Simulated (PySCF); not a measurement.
## Electronic structure of C11H18O10 in real space

Input file:

```
{"job": {"xc": "KT3", "basis": "6-31G*", "kind": "nmr", "pop": true}, "charge": 0, "multiplicity": 1}
C      6.145199    -1.373414     1.989885
O      5.389093    -2.172529     1.108801
C      4.266009    -1.537982     0.559036
C      4.626189    -0.495491    -0.514515
O      3.471680    -0.087212    -1.242667
C      2.677511     0.793596    -0.638105
O      2.856637     1.268749     0.448986
O      1.662735     1.081339    -1.452062
C      0.708204     2.017063    -0.960505
C     -0.259248     1.384857     0.041536
O     -1.006655     0.312200    -0.520077
C     -1.983798     0.661982    -1.349155
O     -2.223498     1.771521    -1.732239
O     -2.648615    -0.440369    -1.715894
C     -3.823060    -0.224725    -2.488463
C     -4.939014     0.393713    -1.639691
O     -5.234952    -0.440870    -0.525669
C     -4.508420    -0.235949     0.577439
O     -3.733167     0.661151     0.756267
O     -4.809192    -1.181064     1.461651
C     -4.115200    -1.100779     2.701092
H      6.693973    -0.586820     1.461823
H      5.505975    -0.912355     2.751012
H      6.856087    -2.043205     2.470110
H      3.675343    -2.331165     0.092758
H      3.667491    -1.053565     1.343889
H      5.296536    -0.937631    -1.253519
H      5.091831     0.382545    -0.055579
H      0.167691     2.367609    -1.840360
H      1.223421     2.848320    -0.468630
H      0.290335     0.944477     0.874610
H     -0.947128     2.155699     0.402742
H     -4.111128    -1.216878    -2.838422
H     -3.604711     0.438408    -3.331716
H     -5.858061     0.462049    -2.222744
H     -4.630699     1.383926    -1.289018
H     -4.353786    -0.166470     3.212807
H     -3.037111    -1.149064     2.536739
H     -4.453082    -1.953072     3.284286
```

Command:

```sh
OMP_NUM_THREADS=1 python ens_run.py task.json out
```

Geometry: GFN2-xTB.

Level of theory: KT3/6-31G*, SCF density, gas phase, non-relativistic in PySCF 2.14.0.

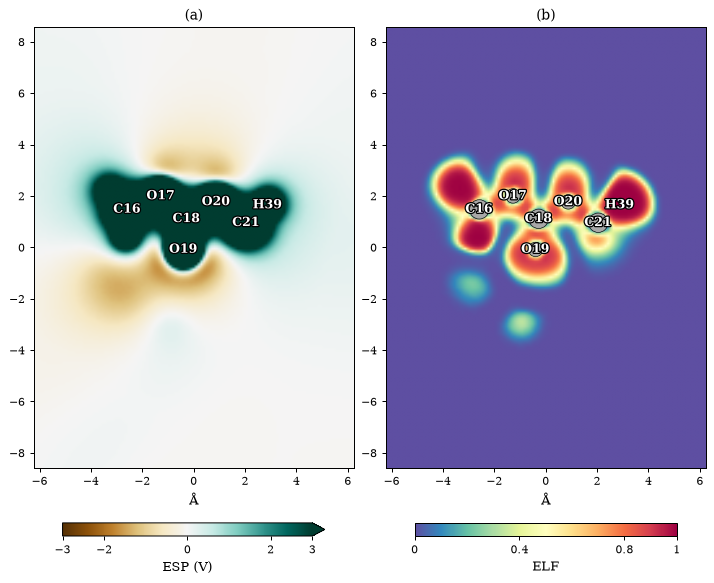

Figure 1. (a) electrostatic potential; (b) electron localisation function on the plane of atoms O17, C18 and O19. Grey discs cover the atomic cores in the ELF map.

**Interpret the plot.**

The section cuts through C, O and H sites.
C–O (1.20 Å): the ELF peaks at about 0.85 between the atoms (a multiple bond).
C–H (1.09 Å): the ELF climbs to about 1 towards the hydrogen, as it does in any bond to H (a covalent bond by its length).
C–O (1.34 Å): the ELF peaks at about 0.85 between the atoms: a shared but strongly polarised pair.
The ELF also peaks beside O20 and O17, away from the bonds: lone-pair regions.
Outside the dense part of the molecule the potential is most negative (−1.6 V) near O19.

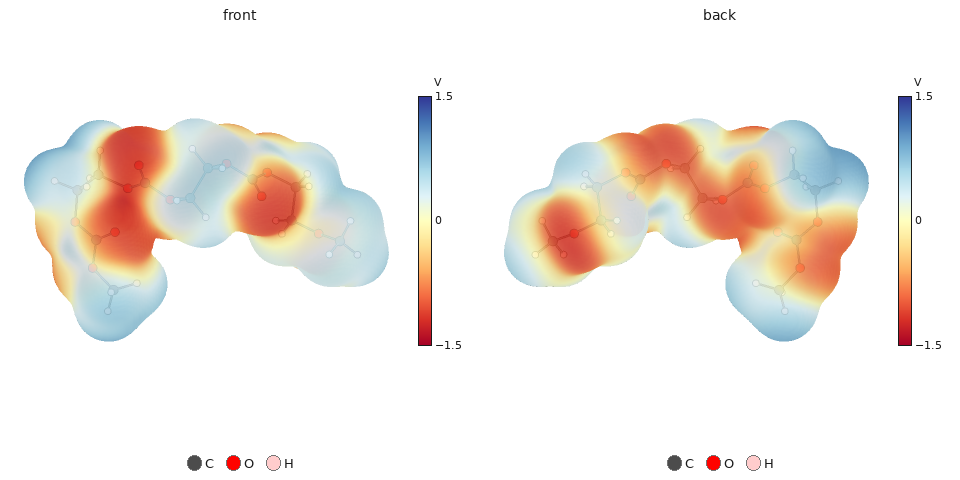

Figure 2. The electrostatic potential painted on the density surface at 0.001 e/bohr³, seen from the front and from behind; the colour scale runs from red (negative) to blue (positive).

**Which sites attract a positive test charge, and which a negative one?**

A positive charge is drawn to the negative regions and a negative charge to the positive ones. The most negative region (about −1.2 V) lies over O2, O13 and O19, the most positive (about +0.9 V) over C15, C16 and H35.

**What dipole moment does the calculation give?**

Its dipole moment is 0.90 D.
